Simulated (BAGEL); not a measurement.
# B2P2H6 (SMILES BPBP) at HF/cc-pVDZ (density fitting with qzvpp-jkfit)

Aim: the vertical singlet–triplet gap of B2P2H6 at HF/cc-pVDZ (density fitting with qzvpp-jkfit), from 2 runs. 

Program for the calculation: BAGEL 1.2.2.

### Step 1. The system as given

B2P2H6 has 10 atoms, charge 0, and is taken as a singlet. As SMILES, `BPBP`. The coordinates come from a GFN2-xTB relaxation. This is one conformer, not always the lowest.

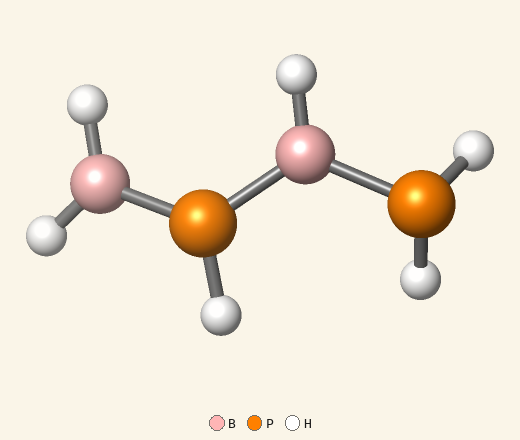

Viewed from a chosen angle; boron pink, phosphorus orange, hydrogen white.

### Step 2. A single-point energy at HF/cc-pVDZ (density fitting with qzvpp-jkfit)

input.json reads:

```json
{ "bagel": [

{
  "title": "molecule",
  "basis": "cc-pvdz.json",
  "df_basis": "qzvpp-jkfit",
  "angstrom": true,
  "geometry": [
    { "atom": "B", "xyz": [   -1.539920,   -0.280620,   -1.770220 ] },
    { "atom": "P", "xyz": [    0.044050,   -0.262260,   -0.919050 ] },
    { "atom": "B", "xyz": [    0.209190,   -0.417920,    0.878540 ] },
    { "atom": "P", "xyz": [    1.765700,    0.086200,    1.815540 ] },
    { "atom": "H", "xyz": [   -1.649170,    0.186760,   -2.834970 ] },
    { "atom": "H", "xyz": [   -2.437990,   -0.815410,   -1.245130 ] },
    { "atom": "H", "xyz": [    1.001670,    0.548600,   -1.487180 ] },
    { "atom": "H", "xyz": [   -0.626570,   -1.006690,    1.454000 ] },
    { "atom": "H", "xyz": [    1.175780,    0.674760,    2.918790 ] },
    { "atom": "H", "xyz": [    2.057270,    1.286590,    1.189660 ] }
  ]
},
{ "title": "hf" },
{ "title": "print", "file": "orbitals.molden", "orbitals": true }

]}
```

The basis set cc-pVDZ is read from a file made from the Basis Set Exchange's data (not shown).

Run with:

```bash
$ BAGEL_NUM_THREADS=1 BAGEL input.json > input.out
```

What it wrote:

```text
* using 1 threads per process

  ===============================================================
  ===============================================================

  *** Geometry ***

  { "atom" : "B", "xyz" : [     -2.910027,     -0.530295,     -3.345231 ] },
  { "atom" : "P", "xyz" : [      0.083242,     -0.495600,     -1.736753 ] },
  { "atom" : "B", "xyz" : [      0.395312,     -0.789754,      1.660200 ] },
  { "atom" : "P", "xyz" : [      3.336689,      0.162894,      3.430873 ] },
  { "atom" : "H", "xyz" : [     -3.116480,      0.352925,     -5.357317 ] },
  { "atom" : "H", "xyz" : [     -4.607133,     -1.540902,     -2.352955 ] },
  { "atom" : "H", "xyz" : [      1.892882,      1.036704,     -2.810363 ] },
  { "atom" : "H", "xyz" : [     -1.184046,     -1.902368,      2.747662 ] },
  { "atom" : "H", "xyz" : [      2.221902,      1.275112,      5.515714 ] },
  { "atom" : "H", "xyz" : [      3.887677,      2.431303,      2.248132 ] },

  Number of auxiliary basis functions:      514

  Since a DF basis is specified, we compute 2- and 3-index integrals:
    o Being stored without compression. Storage requirement is 0.036 GB

  Number of basis functions:       94
  Number of electrons      :       46

    * METHOD: MOLECULE                             0.30

  *** RHF ***

  === Nuclear Repulsion ===
   169.2429743270

      * DIIS with orbital gradients will be used.

  === RHF iteration (cc-pvdz.json) ===
      0       -734.19012149          0.01089539           0.08
      1       -734.29891725          0.00407097           0.07
      2       -734.31306060          0.00135254           0.07
      3       -734.31539427          0.00027053           0.07
      4       -734.31552581          0.00011761           0.07
      5       -734.31556028          0.00003766           0.07
      6       -734.31556349          0.00001289           0.07
      7       -734.31556382          0.00000513           0.07
      8       -734.31556387          0.00000185           0.08
      9       -734.31556388          0.00000058           0.07
     10       -734.31556388          0.00000019           0.07
     11       -734.31556388          0.00000007           0.07
     12       -734.31556388          0.00000003           0.07
     13       -734.31556388          0.00000001           0.07
     14       -734.31556388          0.00000001           0.07
    * SCF iteration converged.

    * Permanent dipole moment:
           (    0.093019,    -0.362422,     0.062773) a.u.

    * METHOD: HF                                   1.28

    * METHOD: PRINT                                0.02

  ===============================================================
```

It took 1.8 s on 1 thread of Intel Xeon at 2.60GHz (Ice Lake), shared host; peak memory 0.15 GiB.

### Step 3. The triplet, same level

calc.json reads:

```json
{ "bagel" : [

{
  "title" : "molecule",
  "basis" : "cc-pvdz.json",
  "df_basis" : "qzvpp-jkfit",
  "angstrom" : true,
  "geometry" : [
    { "atom" : "B", "xyz" : [      -1.539920,      -0.280620,      -1.770220 ] },
    { "atom" : "P", "xyz" : [       0.044050,      -0.262260,      -0.919050 ] },
    { "atom" : "B", "xyz" : [       0.209190,      -0.417920,       0.878540 ] },
    { "atom" : "P", "xyz" : [       1.765700,       0.086200,       1.815540 ] },
    { "atom" : "H", "xyz" : [      -1.649170,       0.186760,      -2.834970 ] },
    { "atom" : "H", "xyz" : [      -2.437990,      -0.815410,      -1.245130 ] },
    { "atom" : "H", "xyz" : [       1.001670,       0.548600,      -1.487180 ] },
    { "atom" : "H", "xyz" : [      -0.626570,      -1.006690,       1.454000 ] },
    { "atom" : "H", "xyz" : [       1.175780,       0.674760,       2.918790 ] },
    { "atom" : "H", "xyz" : [       2.057270,       1.286590,       1.189660 ] }
  ]
},

{ "title" : "uhf", "nopen" : 2 },

{ "title" : "print", "file" : "orbitals.molden", "orbitals" : true }

]}
```

The basis set cc-pVDZ is read from a file made from the Basis Set Exchange's data (not shown).

Run with:

```bash
$ BAGEL_NUM_THREADS=1 BAGEL calc.json > calc.out
```

What it wrote:

```text
* using 1 threads per process

  ===============================================================
  ===============================================================

  *** Geometry ***

  { "atom" : "B", "xyz" : [     -2.910027,     -0.530295,     -3.345231 ] },
  { "atom" : "P", "xyz" : [      0.083242,     -0.495600,     -1.736753 ] },
  { "atom" : "B", "xyz" : [      0.395312,     -0.789754,      1.660200 ] },
  { "atom" : "P", "xyz" : [      3.336689,      0.162894,      3.430873 ] },
  { "atom" : "H", "xyz" : [     -3.116480,      0.352925,     -5.357317 ] },
  { "atom" : "H", "xyz" : [     -4.607133,     -1.540902,     -2.352955 ] },
  { "atom" : "H", "xyz" : [      1.892882,      1.036704,     -2.810363 ] },
  { "atom" : "H", "xyz" : [     -1.184046,     -1.902368,      2.747662 ] },
  { "atom" : "H", "xyz" : [      2.221902,      1.275112,      5.515714 ] },
  { "atom" : "H", "xyz" : [      3.887677,      2.431303,      2.248132 ] },

  Number of auxiliary basis functions:      514

  Since a DF basis is specified, we compute 2- and 3-index integrals:
    o Being stored without compression. Storage requirement is 0.036 GB

  Number of basis functions:       94
  Number of electrons      :       46

    * METHOD: MOLECULE                             0.30

  *** Open-shell HF ***

  === Nuclear Repulsion ===
   169.2429743270

      * DIIS with orbital gradients will be used.

  === UHF iteration (cc-pvdz.json) ===
      0       -733.99102974          0.02618109           0.15
      1       -734.14765301          0.01101952           0.15
      2       -734.17457250          0.00461799           0.15
      3       -734.18207171          0.00206175           0.15
      4       -734.18660723          0.00147781           0.16
      5       -734.19015049          0.00131473           0.15
      6       -734.19589791          0.00109449           0.15
      7       -734.19623584          0.00047448           0.16
      8       -734.19688797          0.00028240           0.15
      9       -734.19703241          0.00028670           0.16
     10       -734.19715731          0.00015013           0.17
     11       -734.19723123          0.00010857           0.15
     12       -734.19724513          0.00009679           0.15
     13       -734.19731124          0.00008770           0.15
     14       -734.19737806          0.00006615           0.15
     15       -734.19742606          0.00004075           0.15
     16       -734.19744689          0.00001924           0.15
     17       -734.19745064          0.00000830           0.16
     18       -734.19745083          0.00000504           0.15
     19       -734.19745096          0.00000348           0.16
     20       -734.19745099          0.00000171           0.15
     21       -734.19745101          0.00000081           0.15
     22       -734.19745101          0.00000044           0.16
     23       -734.19745101          0.00000022           0.16
     24       -734.19745101          0.00000009           0.15
     25       -734.19745101          0.00000005           0.15
     26       -734.19745101          0.00000003           0.15
     27       -734.19745101          0.00000002           0.15
     28       -734.19745101          0.00000001           0.15
     29       -734.19745101          0.00000001           0.15
    * SCF iteration converged.

    * S^2 (UHF) is 2.0198

    * Permanent dipole moment:
           (   -0.773599,    -0.312259,     0.053359) a.u.

    * METHOD: UHF                                  4.80

    * METHOD: PRINT                                0.02

  ===============================================================
```

Wall time 5.4 s (1 thread of Intel Xeon at 2.60GHz (Ice Lake), shared host); peak memory 0.15 GiB.

### Step 4. Summary of results

At HF/cc-pVDZ (density fitting with qzvpp-jkfit):

| quantity | value |
| --- | --- |
| singlet: total energy | -734.31556 Eh |
| singlet: dipole moment | 0.96 D |
| singlet: HOMO energy | -9.16 eV |
| singlet: LUMO energy | 1.34 eV |
| singlet: HOMO–LUMO gap | 10.50 eV |
| triplet: total energy | -734.19745 Eh |
| triplet: dipole moment | 2.12 D |
| triplet: ⟨S²⟩ | 2.020 |
| vertical energy of the triplet above the singlet | 3.214 eV |

In words: At this shape the triplet lies 3.21 eV (74 kcal/mol) above the singlet.
